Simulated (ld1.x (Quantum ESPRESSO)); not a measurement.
**F: generating and testing an RRKJ potential**

Task: generate the file, and judge it by its errors in other configurations, its logarithmic derivatives, its ghosts and its cutoff.

Program: ld1.x (Quantum ESPRESSO) 7.5. Reference atom: PBE, scalar-relativistic, spherical and spin-unpolarised. All values are calculated.

**1. Starting point**

Typed settings, in words:

| Property | Result |
| --- | --- |
| element | fluorine (F, Z = 9) |
| type | norm-conserving RRKJ (Kleinman–Bylander form) |
| frozen core | [He] |
| valence charge | 7 |
| reference configuration | 2s2 2p5 |
| partial waves | 2s (bound): rc 0.80 bohr; 2p (bound): rc 1.30 bohr; 3d channel at 0.35 Ry: rc 1.40 bohr |
| local potential | all-electron potential smoothed inside 1.20 bohr (lloc = -1) |
| core correction | a·sin(br)/r model core inside 0.60 bohr |

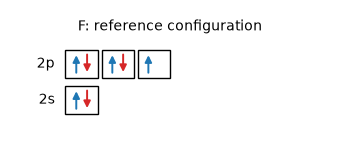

The outer shells as boxes. The arrows follow Hund's rule for the drawing; the calculation itself is spin-unpolarised.

**2. Generating the potential**

The input, F.in:

```
 &input
   title='F', zed=9., rel=1, dft='PBE', iswitch=3,
   config='[He] 2s2 2p5 3d-2',
   nld=3, rlderiv=1.55, eminld=-4.0, emaxld=5.0, deld=0.02
 /
 &inputp
   pseudotype=2, tm=.false., rho0=0.005, lloc=-1, rcloc=1.20,
   nlcc=.true., rcore=0.60,
   file_pseudopw='F.UPF', file_wfcaegen='ae.wfc', file_wfcncgen='nc.wfc', file_beta='beta', file_chi='chi'
 /
3
2S  1  0   2.00   0.00  0.80  0.80  0.0
2P  2  1   5.00   0.00  1.30  1.30  0.0
3D  3  2  -2.00   0.35  1.40  1.40  0.0
 &test
   configts(1)='2s2 2p5'
 /
```

Run with:

```bash
$ ld1.x < F.in > F.out
```

The output, F.out (without the banner and most projector matrices):

```text
     Program LD1 v.7.5
     --------------------------- All-electron run ----------------------------

     F
     scalar relativistic calculation

     atomic number is  9.00
     dft =PBE   lsd =0 sic =0 latt =0  beta=0.20 tr2=1.0E-14
     Exchange-correlation= PBE
                           (   1   4   3   4   0   0   0)
     mesh =1105 r(mesh) =  99.76081 a.u. xmin = -7.00 dx = 0.01250
     1 Ry =  13.60569312 eV, c = 137.03599908

     n l     nl                  e(Ry)          e(Ha)          e(eV)
     1 0     1S 1( 2.00)       -48.7570       -24.3785      -663.3734
     2 0     2S 1( 2.00)        -2.1976        -1.0988       -29.8996
     2 1     2P 1( 5.00)        -0.8167        -0.4083       -11.1117

     final scf error:  6.3E-15 reached in  26 iterations

     Etot =    -199.489330 Ry,     -99.744665 Ha,   -2714.190600 eV

     Ekin =     199.322998 Ry,      99.661499 Ha,    2711.927538 eV
     Encl =    -477.724055 Ry,    -238.862027 Ha,   -6499.766885 eV
     Eh   =      99.339620 Ry,      49.669810 Ha,    1351.584389 eV
     Exc  =     -20.427893 Ry,     -10.213946 Ha,    -277.935642 eV

     normalization and overlap integrals

     s(1S/1S) =  1.000000  <r> =   0.1763  <r2> =    0.0420  r(max) =   0.1139
     s(2S/2S) =  1.000000  <r> =   1.0034  <r2> =    1.2282  r(max) =   0.7617
     s(2P/2P) =  1.000000  <r> =   1.1050  <r2> =    1.6384  r(max) =   0.7066

     ------------------------ End of All-electron run ------------------------

     --------------------- Generating NC pseudopotential ---------------------

      Generating local potential from pseudized AE potential:
      Matching radius rcloc =   1.2000

      Local pseudo, rcloc= 1.195 Estimated cut-off energy=    17.37 Ry

      Computing core charge for nlcc:

       r > 0.60 : true rho core
       r < 0.60 : rho core = a sin(br)/r    a=   0.40  b=   4.68

      Integrated core pseudo-charge :   0.06

      Wfc   2S  rcut= 0.801  Estimated cut-off energy=       69.99 Ry
      Using 4 Bessel functions for this wfc, rho(0) = 0.005
      This function has    0 nodes for 0 < r <    0.801

      Wfc   2P  rcut= 1.288  Estimated cut-off energy=      106.90 Ry
      This function has    0 nodes for 0 < r <    1.288

      Wfc   3D  rcut= 1.388  Estimated cut-off energy=      114.70 Ry
      This function has    0 nodes for 0 < r <    1.388

     ------------------- End of pseudopotential generation -------------------

     [... the all-electron block is printed once more ...]


     Computing logarithmic derivative in   1.54349
     Computing logarithmic derivative in   1.54349
     Computing the partial wave expansion
     R is outside the sphere for l=    0 j= 0.00
     R is outside the sphere for l=    1 j= 0.00
     R is outside the sphere for l=    2 j= 0.00

     ---------------------- Testing the pseudopotential ----------------------

     F
     scalar relativistic calculation

     atomic number is  9.00   valence charge is  7.00
     dft =PBE   lsd =0 sic =0 latt =0  beta=0.20 tr2=1.0E-14
     mesh =1105 r(mesh) =  99.76081 xmin = -7.00 dx = 0.01250

     n l     nl             e AE (Ry)        e PS (Ry)    De AE-PS (Ry)
     1 0     2S   1( 2.00)       -2.19758       -2.19759        0.00001
     2 1     2P   1( 5.00)       -0.81670       -0.81670        0.00000

     eps = 3.9E-15  iter =  4

     Etot =    -199.489330 Ry,     -99.744665 Ha,   -2714.190600 eV
     Etotps =   -47.764868 Ry,     -23.882434 Ha,    -649.874134 eV

     Ekin =      33.493891 Ry,      16.746946 Ha,     455.707603 eV
     Encl =    -103.154993 Ry,     -51.577496 Ha,   -1403.495179 eV
     Ehrt =      41.832795 Ry,      20.916397 Ha,     569.164170 eV
     Ecxc =      -9.086094 Ry,      -4.543047 Ha,    -123.622610 eV
     (Ecc =      -0.047817 Ry,      -0.023909 Ha,      -0.650586 eV)
     Epseu=     -10.850467 Ry,      -5.425233 Ha,    -147.628118 eV

     ---------------------- End of pseudopotential test ----------------------
```

It took 1.6 s on 1 thread of Neoverse-V1, shared host. (Generation and the later configuration tests together.)

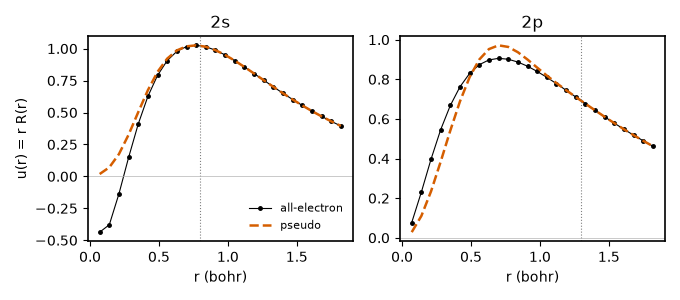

All-electron and pseudo partial waves (2s, 2p), with the matching radii dotted. The curves join 26 sampled radii.

**3. Transferability test**

The input, F.test.in:

```
 &input
   title='F', zed=9., rel=1, dft='PBE', iswitch=2,
   config='[He] 2s2 2p5 3d-2'
 /
 &test
   file_pseudo='F.UPF', nconf=8,
   configts(1)='2s2 2p5',
   configts(2)='2s2 2p4',
   configts(3)='2s2 2p3',
   configts(4)='2s2 2p2',
   configts(5)='2s2 2p1',
   configts(6)='2s1 2p6',
   configts(7)='2s1 2p5',
   configts(8)='2s2 2p5.3'
 /
```

Run with:

```bash
$ ld1.x < F.test.in > F.test.out
```

F.test.out, the pseudopotential blocks:

```text
     ---------------------- Testing the pseudopotential ----------------------

     F
     scalar relativistic calculation

     atomic number is  9.00   valence charge is  7.00
     dft =PBE   lsd =0 sic =0 latt =0  beta=0.20 tr2=1.0E-14
     mesh =1105 r(mesh) =  99.76081 xmin = -7.00 dx = 0.01250

     n l     nl             e AE (Ry)        e PS (Ry)    De AE-PS (Ry)
     1 0     2S   1( 2.00)       -2.19758       -2.19759        0.00001
     2 1     2P   1( 5.00)       -0.81670       -0.81670        0.00000

     eps = 6.8E-15  iter = 20

     Etot =    -199.489330 Ry,     -99.744665 Ha,   -2714.190600 eV
     Etotps =   -47.764867 Ry,     -23.882434 Ha,    -649.874125 eV

     Ekin =      33.493892 Ry,      16.746946 Ha,     455.707612 eV
     Encl =    -103.154993 Ry,     -51.577496 Ha,   -1403.495177 eV
     Ehrt =      41.832795 Ry,      20.916397 Ha,     569.164168 eV
     Ecxc =      -9.086094 Ry,      -4.543047 Ha,    -123.622610 eV
     (Ecc =      -0.047817 Ry,      -0.023909 Ha,      -0.650586 eV)
     Epseu=     -10.850467 Ry,      -5.425233 Ha,    -147.628118 eV

     ---------------------- End of pseudopotential test ----------------------

     ---------------------- Testing the pseudopotential ----------------------

     F
     [...]
     n l     nl             e AE (Ry)        e PS (Ry)    De AE-PS (Ry)
     1 0     2S   1( 2.00)       -3.48292       -3.48643        0.00351
     2 1     2P   1( 4.00)       -2.08065       -2.07842       -0.00223

     eps = 5.8E-16  iter = 14

     Etot =    -198.064175 Ry,     -99.032088 Ha,   -2694.800384 eV
     Etotps =   -46.340201 Ry,     -23.170101 Ha,    -630.490556 eV
     dEtot_ae =       1.425155 Ry
     dEtot_ps =       1.424666 Ry,   Delta E=       0.000488 Ry

     [...]
     ---------------------- End of pseudopotential test ----------------------

     ---------------------- Testing the pseudopotential ----------------------

     F
     [...]
     n l     nl             e AE (Ry)        e PS (Ry)    De AE-PS (Ry)
     1 0     2S   1( 2.00)       -4.99731       -5.00028        0.00297
     2 1     2P   1( 3.00)       -3.60167       -3.58512       -0.01655  !

     eps = 5.3E-15  iter = 16

     Etot =    -195.242940 Ry,     -97.621470 Ha,   -2656.415526 eV
     Etotps =   -43.526707 Ry,     -21.763353 Ha,    -592.211015 eV
     dEtot_ae =       4.246390 Ry
     dEtot_ps =       4.238160 Ry,   Delta E=       0.008229 Ry

     [...]
     ---------------------- End of pseudopotential test ----------------------

     ---------------------- Testing the pseudopotential ----------------------

     F
     [...]
     n l     nl             e AE (Ry)        e PS (Ry)    De AE-PS (Ry)
     1 0     2S   1( 2.00)       -6.70364       -6.69312       -0.01052  !
     2 1     2P   1( 2.00)       -5.34782       -5.29115       -0.05667  !

     eps = 4.2E-15  iter = 23

     Etot =    -190.786158 Ry,     -95.393079 Ha,   -2595.777923 eV
     Etotps =   -39.103562 Ry,     -19.551781 Ha,    -532.031058 eV
     dEtot_ae =       8.703171 Ry
     dEtot_ps =       8.661306 Ry,   Delta E=       0.041866 Ry

     [...]
     ---------------------- End of pseudopotential test ----------------------

     ---------------------- Testing the pseudopotential ----------------------

     F
     [...]
     n l     nl             e AE (Ry)        e PS (Ry)    De AE-PS (Ry)
     1 0     2S   1( 2.00)       -8.57765       -8.52918       -0.04847  !
     2 1     2P   1( 1.00)       -7.29740       -7.15793       -0.13947  !

     eps = 2.4E-15  iter = 23

     Etot =    -184.479831 Ry,     -92.239915 Ha,   -2509.975963 eV
     Etotps =   -32.890746 Ry,     -16.445373 Ha,    -447.501401 eV
     dEtot_ae =      15.009499 Ry
     dEtot_ps =      14.874121 Ry,   Delta E=       0.135378 Ry

     [...]
     ---------------------- End of pseudopotential test ----------------------

     ---------------------- Testing the pseudopotential ----------------------

     F
     [...]
     n l     nl             e AE (Ry)        e PS (Ry)    De AE-PS (Ry)
     1 0     2S   1( 1.00)       -2.23280       -2.23339        0.00059
     2 1     2P   1( 6.00)       -0.84819       -0.85083        0.00264

     eps = 3.4E-15  iter = 19

     Etot =    -198.106554 Ry,     -99.053277 Ha,   -2695.376983 eV
     Etotps =   -46.383125 Ry,     -23.191563 Ha,    -631.074566 eV
     dEtot_ae =       1.382775 Ry
     dEtot_ps =       1.381742 Ry,   Delta E=       0.001033 Ry

     [...]
     ---------------------- End of pseudopotential test ----------------------

     ---------------------- Testing the pseudopotential ----------------------

     F
     [...]
     n l     nl             e AE (Ry)        e PS (Ry)    De AE-PS (Ry)
     1 0     2S   1( 1.00)       -3.49542       -3.50390        0.00848  !
     2 1     2P   1( 5.00)       -2.08974       -2.09573        0.00599  !

     eps = 7.0E-15  iter = 16

     Etot =    -196.660171 Ry,     -98.330085 Ha,   -2675.697932 eV
     Etotps =   -44.932112 Ry,     -22.466056 Ha,    -611.332527 eV
     dEtot_ae =       2.829159 Ry
     dEtot_ps =       2.832755 Ry,   Delta E=      -0.003596 Ry

     [...]
     ---------------------- End of pseudopotential test ----------------------

     ---------------------- Testing the pseudopotential ----------------------

     F
     [...]
     n l     nl             e AE (Ry)        e PS (Ry)    De AE-PS (Ry)
     1 0     2S   1( 2.00)       -1.86725       -1.86639       -0.00086
     2 1     2P   1( 5.30)       -0.49676       -0.49663       -0.00014

     eps = 3.4E-15  iter = 21

     Etot =    -199.685554 Ry,     -99.842777 Ha,   -2716.860368 eV
     Etotps =   -47.961092 Ry,     -23.980546 Ha,    -652.543900 eV
     dEtot_ae =      -0.196224 Ry
     dEtot_ps =      -0.196225 Ry,   Delta E=       0.000001 Ry

     [...]
     ---------------------- End of pseudopotential test ----------------------
```

Energies count from the reference configuration 2s2 2p5; the error is all-electron less pseudo. The frozen-core shift comes from a second all-electron run, not shown, with the core orbitals held at their reference shape; it is that run's ΔE less the relaxed one.

```tsv
valence configuration	charge	ΔE all-electron (eV)	error AE − PS (meV)	frozen-core shift (meV)
2s2 2p4	+1	19.390	+6.6	+0.1
2s2 2p3	+2	57.775	+112	+0.8
2s2 2p2	+3	118.413	+570	+4.3
2s2 2p1	+4	204.215	+1842	+15
2s1 2p6	0	18.814	+14	+0.4
2s1 2p5	+1	38.493	-49	+0.6
2s2 2p5.3	-0.3	-2.670	0.0	0.0
```

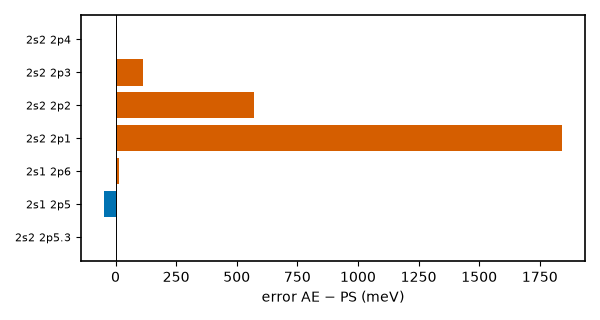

Error of the potential in each test configuration.

**4. Does it scatter like the atom?**

Taken from the files of the generation run. The phase is arctan(r·u′/u) with u = r·R, unwrapped, with energies in Ry. A pole is an energy at which the radial function vanishes at the test radius. The pseudo phase is shifted by a multiple of π to meet the all-electron one at the reference energy. Levels narrower than the energy grid can be missing from the poles. The last column is the largest difference on the grid between −1 and +1 Ry.

| channel | radius (bohr) | reference (Ry) | poles AE | poles PS | window around the reference with phases within 0.05 rad (Ry) | largest difference near zero (rad) |
| --- | --- | --- | --- | --- | --- | --- |
| s | 1.54 | -2.20 | -1.01 | -1.01 | below 4.7 | 0.002 |
| p | 1.54 | -0.82 | 0.35 | 0.36 | below 3.9 | 0.005 |
| d | 1.54 | 0.35 | none | none | the whole range | 0.000 |

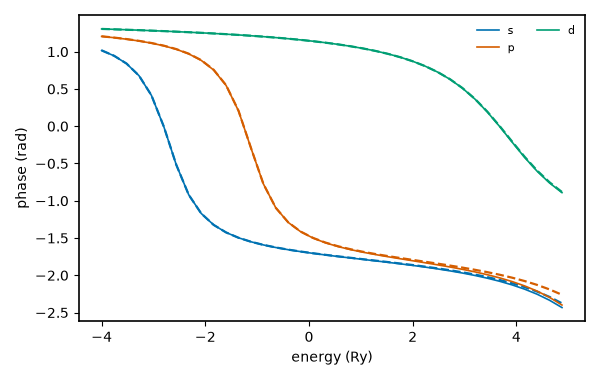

Phases by channel: all-electron solid, pseudo dashed.

**5. Cutoff and ghost test in a Bessel basis**

A separate test, outside the generator: the pseudo-atom's Hamiltonian at the reference potential is diagonalised in spherical Bessel functions j_l(qr) that vanish at 20 bohr, with q² up to the cutoff.

All-electron valence levels (Ry): 2s -2.1976, 2p -0.8167. The lowest levels of each channel (Ry) by cutoff; the last column sums, over occupied levels, occupation times the distance from the level at 400 Ry. A positive value at high cutoff is not a bound level.

| cutoff (Ry) | s #1 | s #2 | p #1 | d #1 | f #1 | Σ f·Δε (mRy) |
| --- | --- | --- | --- | --- | --- | --- |
| 8 | -22.3321 | -0.2068 | -0.0099 | 0.0806 | 0.1213 | 8015.6 |
| 21 | -127.6021 | -0.9368 | -0.2690 | 0.0806 | 0.1213 | 5260.1 |
| 45 | -473.3007 | -1.7144 | -0.7405 | 0.0806 | 0.1213 | 1347.8 |
| 80 | -994.6344 | -2.0732 | -0.8164 | 0.0806 | 0.1213 | 250.4 |
| 140 | -1407.4368 | -2.1883 | -0.8167 | 0.0806 | 0.1213 | 18.6 |
| 160 | -1441.8891 | -2.1940 | -0.8167 | 0.0806 | 0.1213 | 7.2 |
| 200 | -1465.0364 | -2.1974 | -0.8167 | 0.0806 | 0.1213 | 0.5 |
| 260 | -1467.0708 | -2.1976 | -0.8167 | 0.0806 | 0.1213 | 0.0 |
| 400 | -1467.2128 | -2.1976 | -0.8167 | 0.0806 | 0.1213 | 0.0 |

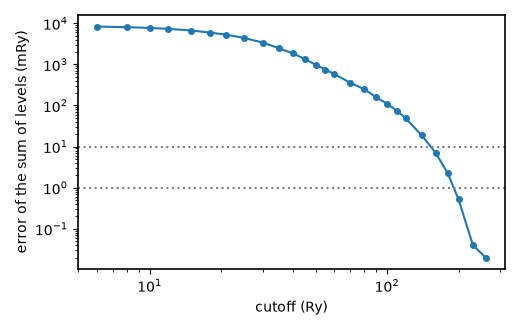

Occupation-weighted error of the valence levels against the cutoff; the dotted lines mark 10 and 1 mRy.

The sum stays within 10 mRy from 160 Ry and within 1 mRy from 200 Ry. The sum leaves out empty levels, which can need more. Ghost test: ghost state, bound below the all-electron valence or empty levels of the same l: s at -19962.4 eV.

**6. Outcome**

| quantity | value |
| --- | --- |
| cutoffs for 10 and 1 mRy, occupied levels | 160 Ry and 200 Ry |
| bound ghosts | s at -19962.45 eV |
| largest test error (AE − PS) | +1842 meV, for 2s2 2p1 |
| largest phase difference near zero energy, channels read | 0.005 rad |

**Reading.** A bound ghost (s) makes it unfit for use: electrons can fall into a state that the atom doesn't have. The worst unpolarised test, 2s2 2p1, is off by 1842 meV on 204.2 eV; by total energies transferability rates as poor. That test lies far up in energy; among those under 40 eV, nearer to bonding, the largest error is 49 meV. Freezing the core alone would shift it much less, so the error comes from the pseudisation. It counts as very hard, with 160 Ry needed at the looser tolerance. The slowest occupied level is 2s: taken alone it needs 200 Ry to come within 1 mRy, against 80 Ry for 2p. Near zero energy the phases of the channels with partial waves agree within 0.005 rad. These are tests on the free atom; a crystal test is still owed.
